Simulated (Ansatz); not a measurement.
# Run report: GeH3Br, molecular dynamics

- system: GeH3Br
- method: RKS r2SCAN-d4/6-31G* (Ansatz 0.2.0)

The geometry comes from this level: PBE0-D4/def2-TZVP. Figures and captions count atoms from 1; the log counts them from 0 in places.

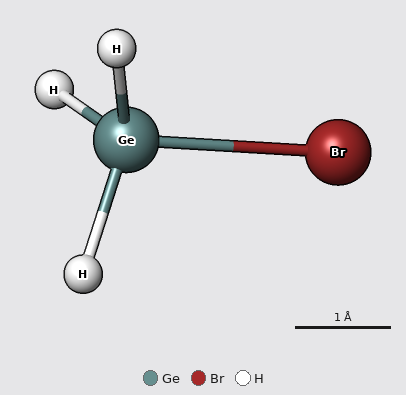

Fig. 1: The structure as given in the input (ball-and-stick view, seen at a tilt). Sticks mark near contacts. Bond lengths as drawn: Br–Ge 2.31 Å and Ge–H 1.53 Å.

### Results in brief

```csv
quantity,value
outcome,finished
mean temperature over the second half,619 K
trajectory,"20 steps, 10 fs"
ensemble,nvt_nose_hoover
temperature in the input,1500 K
time step,0.5 fs
potential energy (last step),−126596.9323 eV
mean-field energy (last step),−126596.9154 eV
dispersion energy (last step),−0.0170 eV
SCF solution under orbital rotations (last step),stable
largest force (length of the vector) (last step),2.847 eV/Å
dipole moment (last step),2.04 D
hardware,"4 threads of Arm Neoverse V2, 23 GiB of memory available, shared host"
wall time,17 s (CPU time 62 s)
peak memory,0.16 GiB
```

### Remarks

So short a trajectory is not equilibrated. The temperature stays far from the 1500 K of the thermostat over the second half: the run isn't equilibrated.

### The input
```yaml
crystal:
  periodic: [false, false, false]
  atoms:
    - {symbol: Ge, position_ang: [0.149106, -0.001111, -0.137488]}
    - {symbol: Br, position_ang: [-1.538842, -0.166535, 1.429849]}
    - {symbol: H, position_ang: [0.138593, 1.437103, -0.663841]}
    - {symbol: H, position_ang: [-0.162095, -1.010972, -1.246056]}
    - {symbol: H, position_ang: [1.463238, -0.332185, 0.576036]}
basis:
  gaussian: {orbitals: "6-31G*"}
hamiltonian: {xc: {name: r2SCAN}, dispersion: d4}
md: {timestep: 0.5 fs, n_steps: 20, ensemble: nvt_nose_hoover, temperature: 1500, initial_velocities: maxwell_boltzmann, seed: 79}
```

Launch command:
```bash
ansatz run in.yaml --threads 4 --pin off --events-out ev --progress --plain --max-ram 10444MiB
```

### The program's output
```
Functional definition: r2SCAN
  name "r2SCAN"
  cite "Furness, Kaplan, Ning, Perdew & Sun, J. Phys. Chem. Lett. 11, 8208 (2020) doi:10.1021/acs.jpclett.0c02405"
  cite "Furness, Kaplan, Ning, Perdew & Sun, J. Phys. Chem. Lett. 11, 9248 (2020) doi:10.1021/acs.jpclett.0c03077"
  parent r2scan
  parameter k0 = 0.174
  parameter k1 = 0.065
  parameter a1 = 4.9479
  exchange = r2scan_x(k0 = k0, k1 = k1, a1 = a1)
  correlation = r2scan_c
853 factors; their error is unknown
mean field evaluation 1: about -126597.0345 eV, gradient 1.6e1 eV
mean field evaluation 2: about -126597.1201 eV, gradient 1.7e1 eV
mean field evaluation 4: about -126597.3685 eV, gradient 6.0e-1 eV
mean field evaluation 8: about -126597.3537 eV, gradient 1.2e-1 eV
mean field -126597.35374364 eV, -4652.3669393104 hartree, gradient 8.2e-6 eV, S^2 0.000000; 0 other end points of the search recorded, 0 dependent functions left out
the calculation of the forces begins
reference -126597.35375334 eV, -4652.3669396670 hartree; 35, 35 occupied and 41, 41 virtual orbitals, 853 factors
md step     0: t =     0.00 fs  T =  1500.0 K  F+E_penalty+E_count = -126597.37065255 eV  E_kin = 0.581670 eV  conserved = -126596.78898256 eV  (23 SCF iters)
these checks for a lower state are left out or cut short: starts, cluster_reference, orbital_swaps, neighbouring_geometries, increment
853 factors; their error is unknown
mean field evaluation 16: about -126597.3643 eV, gradient 5.4e-1 eV
mean field -126597.34916420 eV, -4652.3667710192 hartree, gradient 7.6e-5 eV, S^2 0.000000; 0 other end points of the search recorded, 0 dependent functions left out
[... from here on the field's lines of each further geometry are left out, up to the last ...]
md step     1: t =     0.50 fs  T =  1488.3 K  F+E_penalty+E_count = -126597.36607621 eV  E_kin = 0.577114 eV  conserved = -126596.78896226 eV  (24 SCF iters, 3 dispersion substeps)
md step     2: t =     1.00 fs  T =  1456.7 K  F+E_penalty+E_count = -126597.35378804 eV  E_kin = 0.564886 eV  conserved = -126596.78890250 eV  (24 SCF iters, 3 dispersion substeps)
md step     3: t =     1.50 fs  T =  1407.8 K  F+E_penalty+E_count = -126597.33473271 eV  E_kin = 0.545921 eV  conserved = -126596.78881330 eV  (23 SCF iters, 3 dispersion substeps)
md step     4: t =     2.00 fs  T =  1345.2 K  F+E_penalty+E_count = -126597.31032864 eV  E_kin = 0.521625 eV  conserved = -126596.78870762 eV  (24 SCF iters, 3 dispersion substeps)
md step     5: t =     2.50 fs  T =  1273.0 K  F+E_penalty+E_count = -126597.28225418 eV  E_kin = 0.493662 eV  conserved = -126596.78860131 eV  (24 SCF iters, 3 dispersion substeps)
md step     6: t =     3.00 fs  T =  1195.8 K  F+E_penalty+E_count = -126597.25220628 eV  E_kin = 0.463716 eV  conserved = -126596.78850788 eV  (24 SCF iters, 3 dispersion substeps)
md step     7: t =     3.50 fs  T =  1117.3 K  F+E_penalty+E_count = -126597.22168599 eV  E_kin = 0.433280 eV  conserved = -126596.78843674 eV  (24 SCF iters, 3 dispersion substeps)
md step     8: t =     4.00 fs  T =  1040.5 K  F+E_penalty+E_count = -126597.19184675 eV  E_kin = 0.403502 eV  conserved = -126596.78839196 eV  (24 SCF iters, 3 dispersion substeps)
md step     9: t =     4.50 fs  T =   967.4 K  F+E_penalty+E_count = -126597.16342658 eV  E_kin = 0.375123 eV  conserved = -126596.78837257 eV  (24 SCF iters, 3 dispersion substeps)
md step    10: t =     5.00 fs  T =   898.7 K  F+E_penalty+E_count = -126597.13676124 eV  E_kin = 0.348484 eV  conserved = -126596.78837316 eV  (24 SCF iters, 3 dispersion substeps)
md step    11: t =     5.50 fs  T =   834.5 K  F+E_penalty+E_count = -126597.11185982 eV  E_kin = 0.323600 eV  conserved = -126596.78838707 eV  (24 SCF iters, 3 dispersion substeps)
md step    12: t =     6.00 fs  T =   774.3 K  F+E_penalty+E_count = -126597.08850967 eV  E_kin = 0.300266 eV  conserved = -126596.78840757 eV  (24 SCF iters, 3 dispersion substeps)
md step    13: t =     6.50 fs  T =   717.3 K  F+E_penalty+E_count = -126597.06638491 eV  E_kin = 0.278161 eV  conserved = -126596.78842857 eV  (24 SCF iters, 3 dispersion substeps)
md step    14: t =     7.00 fs  T =   662.6 K  F+E_penalty+E_count = -126597.04514341 eV  E_kin = 0.256947 eV  conserved = -126596.78844537 eV  (24 SCF iters, 3 dispersion substeps)
md step    15: t =     7.50 fs  T =   609.5 K  F+E_penalty+E_count = -126597.02450619 eV  E_kin = 0.236348 eV  conserved = -126596.78845464 eV  (24 SCF iters, 3 dispersion substeps)
md step    16: t =     8.00 fs  T =   557.6 K  F+E_penalty+E_count = -126597.00432156 eV  E_kin = 0.216216 eV  conserved = -126596.78845272 eV  (24 SCF iters, 3 dispersion substeps)
md step    17: t =     8.50 fs  T =   507.0 K  F+E_penalty+E_count = -126596.98462269 eV  E_kin = 0.196586 eV  conserved = -126596.78843703 eV  (24 SCF iters, 3 dispersion substeps)
md step    18: t =     9.00 fs  T =   458.3 K  F+E_penalty+E_count = -126596.96567214 eV  E_kin = 0.177721 eV  conserved = -126596.78840544 eV  (26 SCF iters, 3 dispersion substeps)
md step    19: t =     9.50 fs  T =   413.0 K  F+E_penalty+E_count = -126596.94798923 eV  E_kin = 0.160139 eV  conserved = -126596.78835893 eV  (25 SCF iters, 3 dispersion substeps)
the calculation of the forces begins
reference -126596.91536889 eV, -4652.3508293355 hartree; 35, 35 occupied and 41, 41 virtual orbitals, 853 factors
853 factors; their error is unknown
mean field -126596.91535902 eV, -4652.3508289729 hartree, gradient 6.5e-5 eV, S^2 0.000000; 1 other end points of the search recorded, 0 dependent functions left out
the calculation of the forces begins
reference -126596.91536889 eV, -4652.3508293355 hartree; 35, 35 occupied and 41, 41 virtual orbitals, 853 factors
md step    20: t =    10.00 fs  T =   372.9 K  F+E_penalty+E_count = -126596.93233689 eV  E_kin = 0.144600 eV  conserved = -126596.78830061 eV  (26 SCF iters, 3 dispersion substeps)
```

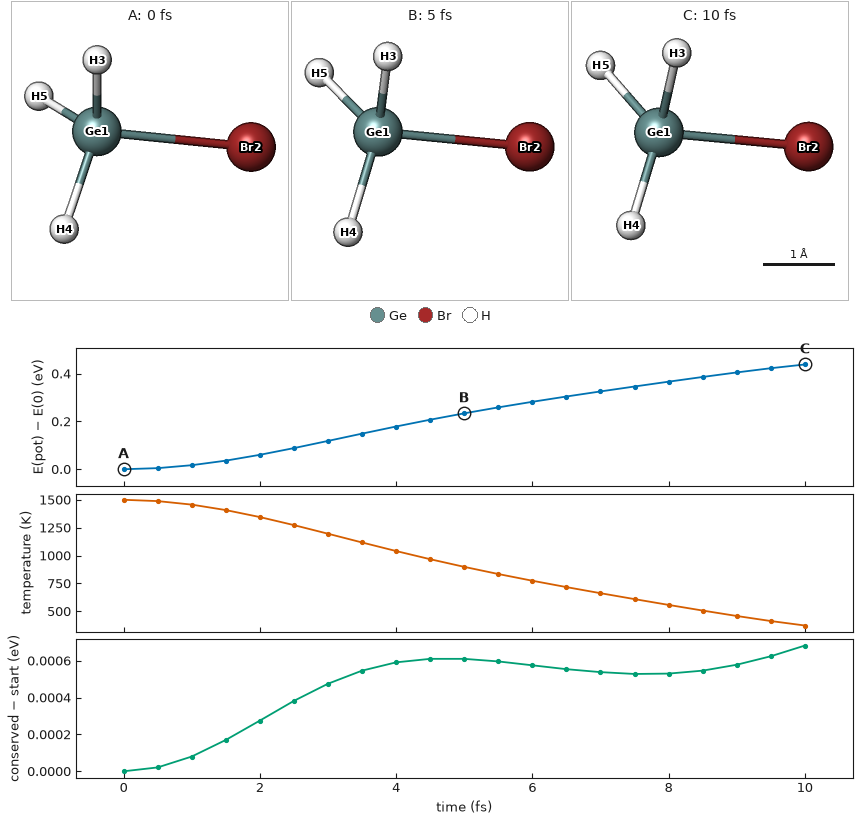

Fig. 2: Frames of the molecular dynamics (ball-and-stick, seen at a tilt) above the curves, on which the letters mark them. The trajectory kept here has 21 frames over 10 fs. The temperature starts at 1500 K, ranges from 373 to 1500 K and averages 619 K over the second half. The potential energy ends 0.438 eV above its first value. The conserved quantity stays within 0.00068 eV. After an unweighted best fit of the last frame on the first, the root-mean-square displacement is 0.17 Å.

```
Total energy: -126596.93234676 eV, -4652.3514532606 hartree
Atom 0 at     0.123599    -0.018119    -0.111833 Å, force     0.871874     2.707845    -0.124947 eV/Å
Atom 1 at    -1.513280    -0.160168     1.403855 Å, force    -0.958723    -0.494011     1.154844 eV/Å
Atom 2 at     0.031583     1.554648    -0.356569 Å, force    -0.106995    -0.747937    -0.490369 eV/Å
Atom 3 at    -0.305244    -0.824701    -1.296440 Å, force     0.246088    -0.514072    -0.464015 eV/Å
Atom 4 at     1.524984     0.084757     0.531180 Å, force    -0.052245    -0.951825    -0.075513 eV/Å
Dipole moment:     0.294307    -0.099361    -0.289057 e Å
```

### Trajectory as extended XYZ (Å, eV, eV/Å), 21 frames, from step=0 to step=20
```
5
Properties=species:S:1:pos:R:3:forces:R:3 step=0 time_fs=0.0 energy=-126597.37065 temperature=1500.0
Ge    0.1491   -0.0011   -0.1375    0.0685   0.0069  -0.0630
Br   -1.5388   -0.1665    1.4298   -0.1187  -0.0116   0.1102
H     0.1386    1.4371   -0.6638    0.0060   0.0462  -0.0226
H    -0.1621   -1.0110   -1.2461   -0.0036  -0.0315  -0.0412
H     1.4632   -0.3322    0.5760    0.0478  -0.0099   0.0166
5
Properties=species:S:1:pos:R:3:forces:R:3 step=1 time_fs=0.5 energy=-126597.36608 temperature=1488.3
Ge    0.1477   -0.0020   -0.1361    0.1042  -0.1276  -0.1176
Br   -1.5374   -0.1662    1.4284   -0.1572  -0.0360   0.1617
H     0.1361    1.4357   -0.6392   -0.0174   0.1826  -0.1169
H    -0.1777   -1.0073   -1.2580    0.0768   0.0655   0.0928
H     1.4727   -0.3004    0.5781   -0.0064  -0.0844  -0.0201
5
Properties=species:S:1:pos:R:3:forces:R:3 step=2 time_fs=1.0 energy=-126597.35379 temperature=1456.7
Ge    0.1463   -0.0029   -0.1347    0.1489  -0.2481  -0.1681
Br   -1.5361   -0.1658    1.4270   -0.1964  -0.0611   0.2139
H     0.1336    1.4347   -0.6149   -0.0415   0.3123  -0.2059
H    -0.1931   -1.0035   -1.2698    0.1554   0.1551   0.2193
H     1.4821   -0.2688    0.5801   -0.0665  -0.1583  -0.0591
5
Properties=species:S:1:pos:R:3:forces:R:3 step=3 time_fs=1.5 energy=-126597.33473 temperature=1407.8
Ge    0.1449   -0.0038   -0.1334    0.2015  -0.3432  -0.2145
Br   -1.5347   -0.1654    1.4256   -0.2362  -0.0866   0.2667
H     0.1309    1.4345   -0.5911   -0.0657   0.4274  -0.2869
H    -0.2081   -0.9993   -1.2810    0.2302   0.2341   0.3339
H     1.4914   -0.2377    0.5820   -0.1299  -0.2317  -0.0991
5
Properties=species:S:1:pos:R:3:forces:R:3 step=4 time_fs=2.0 energy=-126597.31033 temperature=1345.2
Ge    0.1435   -0.0047   -0.1320    0.2605  -0.4028  -0.2571
Br   -1.5333   -0.1651    1.4241   -0.2767  -0.1126   0.3200
H     0.1281    1.4353   -0.5679   -0.0896   0.5200  -0.3577
H    -0.2226   -0.9945   -1.2915    0.2998   0.2998   0.4334
H     1.5004   -0.2070    0.5836   -0.1940  -0.3045  -0.1386
5
Properties=species:S:1:pos:R:3:forces:R:3 step=5 time_fs=2.5 energy=-126597.28225 temperature=1273.0
Ge    0.1421   -0.0056   -0.1307    0.3240  -0.4190  -0.2964
Br   -1.5319   -0.1647    1.4227   -0.3178  -0.1389   0.3739
H     0.1251    1.4374   -0.5456   -0.1125   0.5833  -0.4168
H    -0.2364   -0.9890   -1.3009    0.3627   0.3509   0.5156
H     1.5089   -0.1771    0.5849   -0.2563  -0.3763  -0.1762
5
Properties=species:S:1:pos:R:3:forces:R:3 step=6 time_fs=3.0 energy=-126597.25221 temperature=1195.8
Ge    0.1407   -0.0065   -0.1293    0.3899  -0.3866  -0.3326
Br   -1.5306   -0.1643    1.4213   -0.3595  -0.1654   0.4280
H     0.1218    1.4408   -0.5244   -0.1340   0.6122  -0.4636
H    -0.2493   -0.9827   -1.3090    0.4179   0.3865   0.5788
H     1.5168   -0.1481    0.5858   -0.3143  -0.4467  -0.2107
5
Properties=species:S:1:pos:R:3:forces:R:3 step=7 time_fs=3.5 energy=-126597.22169 temperature=1117.3
Ge    0.1393   -0.0075   -0.1280    0.4564  -0.3035  -0.3654
Br   -1.5292   -0.1640    1.4199   -0.4018  -0.1920   0.4825
H     0.1182    1.4457   -0.5042   -0.1533   0.6044  -0.4983
H    -0.2612   -0.9755   -1.3158    0.4646   0.4062   0.6223
H     1.5239   -0.1202    0.5861   -0.3659  -0.5152  -0.2410
5
Properties=species:S:1:pos:R:3:forces:R:3 step=8 time_fs=4.0 energy=-126597.19185 temperature=1040.5
Ge    0.1380   -0.0084   -0.1267    0.5218  -0.1709  -0.3940
Br   -1.5279   -0.1636    1.4186   -0.4445  -0.2185   0.5371
H     0.1143    1.4521   -0.4852   -0.1700   0.5603  -0.5221
H    -0.2720   -0.9673   -1.3211    0.5023   0.4099   0.6454
H     1.5302   -0.0935    0.5859   -0.4096  -0.5809  -0.2663
5
Properties=species:S:1:pos:R:3:forces:R:3 step=9 time_fs=4.5 energy=-126597.16343 temperature=967.4
Ge    0.1367   -0.0094   -0.1254    0.5846   0.0071  -0.4169
Br   -1.5266   -0.1633    1.4172   -0.4875  -0.2447   0.5916
H     0.1099    1.4598   -0.4674   -0.1838   0.4830  -0.5365
H    -0.2815   -0.9581   -1.3248    0.5305   0.3979   0.6479
H     1.5355   -0.0682    0.5851   -0.4438  -0.6433  -0.2861
5
Properties=species:S:1:pos:R:3:forces:R:3 step=10 time_fs=5.0 energy=-126597.13676 temperature=898.7
Ge    0.1353   -0.0104   -0.1241    0.6438   0.2237  -0.4325
Br   -1.5253   -0.1629    1.4159   -0.5309  -0.2706   0.6461
H     0.1051    1.4686   -0.4510   -0.1941   0.3782  -0.5434
H    -0.2899   -0.9479   -1.3270    0.5488   0.3703   0.6296
H     1.5397   -0.0444    0.5835   -0.4677  -0.7015  -0.2998
5
Properties=species:S:1:pos:R:3:forces:R:3 step=11 time_fs=5.5 energy=-126597.11186 temperature=834.5
Ge    0.1340   -0.0113   -0.1228    0.6984   0.4708  -0.4390
Br   -1.5240   -0.1626    1.4146   -0.5744  -0.2961   0.7003
H     0.0998    1.4784   -0.4358   -0.2008   0.2527  -0.5447
H    -0.2969   -0.9369   -1.3277    0.5571   0.3277   0.5906
H     1.5428   -0.0223    0.5813   -0.4803  -0.7550  -0.3072
5
Properties=species:S:1:pos:R:3:forces:R:3 step=12 time_fs=6.0 energy=-126597.08851 temperature=774.3
Ge    0.1328   -0.0123   -0.1215    0.7478   0.7395  -0.4350
Br   -1.5227   -0.1623    1.4133   -0.6180  -0.3210   0.7540
H     0.0940    1.4888   -0.4220   -0.2037   0.1142  -0.5422
H    -0.3025   -0.9251   -1.3270    0.5551   0.2704   0.5311
H     1.5448   -0.0020    0.5783   -0.4812  -0.8031  -0.3079
5
Properties=species:S:1:pos:R:3:forces:R:3 step=13 time_fs=6.5 energy=-126597.06638 temperature=717.3
Ge    0.1315   -0.0132   -0.1203    0.7913   1.0206  -0.4196
Br   -1.5214   -0.1620    1.4120   -0.6615  -0.3452   0.8073
H     0.0878    1.4994   -0.4094   -0.2029  -0.0296  -0.5373
H    -0.3069   -0.9126   -1.3250    0.5430   0.1993   0.4515
H     1.5456    0.0164    0.5746   -0.4699  -0.8452  -0.3019
5
Properties=species:S:1:pos:R:3:forces:R:3 step=14 time_fs=7.0 energy=-126597.04514 temperature=662.6
Ge    0.1303   -0.0141   -0.1190    0.8286   1.3058  -0.3927
Br   -1.5202   -0.1617    1.4107   -0.7050  -0.3687   0.8598
H     0.0810    1.5100   -0.3981   -0.1983  -0.1718  -0.5310
H    -0.3099   -0.8997   -1.3219    0.5209   0.1156   0.3529
H     1.5453    0.0327    0.5702   -0.4463  -0.8810  -0.2890
5
Properties=species:S:1:pos:R:3:forces:R:3 step=15 time_fs=7.5 energy=-126597.02451 temperature=609.5
Ge    0.1291   -0.0149   -0.1178    0.8590   1.5873  -0.3551
Br   -1.5190   -0.1614    1.4095   -0.7482  -0.3915   0.9116
H     0.0738    1.5201   -0.3881   -0.1903  -0.3066  -0.5242
H    -0.3117   -0.8865   -1.3180    0.4895   0.0208   0.2369
H     1.5439    0.0470    0.5650   -0.4100  -0.9100  -0.2693
5
Properties=species:S:1:pos:R:3:forces:R:3 step=16 time_fs=8.0 energy=-126597.00432 temperature=557.6
Ge    0.1280   -0.0157   -0.1166    0.8816   1.8580  -0.3088
Br   -1.5178   -0.1611    1.4083   -0.7911  -0.4135   0.9625
H     0.0662    1.5296   -0.3794   -0.1789  -0.4295  -0.5172
H    -0.3123   -0.8732   -1.3135    0.4498  -0.0829   0.1062
H     1.5415    0.0591    0.5592   -0.3613  -0.9321  -0.2427
5
Properties=species:S:1:pos:R:3:forces:R:3 step=17 time_fs=8.5 energy=-126596.98462 temperature=507.0
Ge    0.1268   -0.0164   -0.1154    0.8955   2.1114  -0.2573
Br   -1.5166   -0.1609    1.4072   -0.8337  -0.4347   1.0123
H     0.0581    1.5380   -0.3719   -0.1646  -0.5371  -0.5102
H    -0.3119   -0.8601   -1.3088    0.4032  -0.1924  -0.0352
H     1.5383    0.0689    0.5529   -0.3004  -0.9472  -0.2096
5
Properties=species:S:1:pos:R:3:forces:R:3 step=18 time_fs=9.0 energy=-126596.96567 temperature=458.3
Ge    0.1257   -0.0171   -0.1142    0.8993   2.3413  -0.2053
Br   -1.5155   -0.1606    1.4060   -0.8759  -0.4552   1.0611
H     0.0496    1.5451   -0.3656   -0.1476  -0.6269  -0.5034
H    -0.3105   -0.8475   -1.3041    0.3519  -0.3040  -0.1821
H     1.5343    0.0765    0.5460   -0.2278  -0.9553  -0.1703
5
Properties=species:S:1:pos:R:3:forces:R:3 step=19 time_fs=9.5 energy=-126596.94799 temperature=413.0
Ge    0.1246   -0.0176   -0.1130    0.8919   2.5421  -0.1588
Br   -1.5144   -0.1604    1.4049   -0.9176  -0.4749   1.1086
H     0.0407    1.5507   -0.3605   -0.1283  -0.6974  -0.4968
H    -0.3082   -0.8356   -1.2999    0.2985  -0.4129  -0.3277
H     1.5298    0.0818    0.5388   -0.1445  -0.9567  -0.1253
5
Properties=species:S:1:pos:R:3:forces:R:3 step=20 time_fs=10.0 energy=-126596.93234 temperature=372.9
Ge    0.1236   -0.0181   -0.1118    0.8719   2.7078  -0.1249
Br   -1.5133   -0.1602    1.4039   -0.9587  -0.4940   1.1548
H     0.0316    1.5546   -0.3566   -0.1070  -0.7479  -0.4904
H    -0.3052   -0.8247   -1.2964    0.2461  -0.5141  -0.4640
H     1.5250    0.0848    0.5312   -0.0522  -0.9518  -0.0755
```

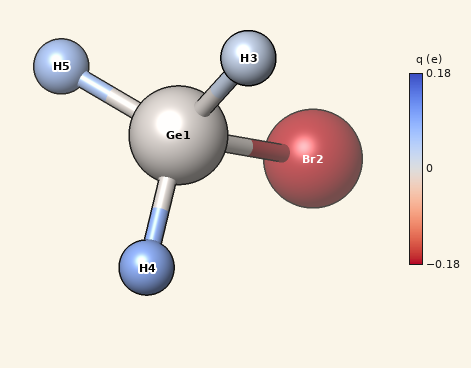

Fig. 3: Mulliken charges, as the colour of each atom (ball-and-stick view, seen at a tilt; atoms are numbered from 1 in the order of the input). By element: Ge −0.01, Br −0.17 and H +0.02 to +0.09 e.
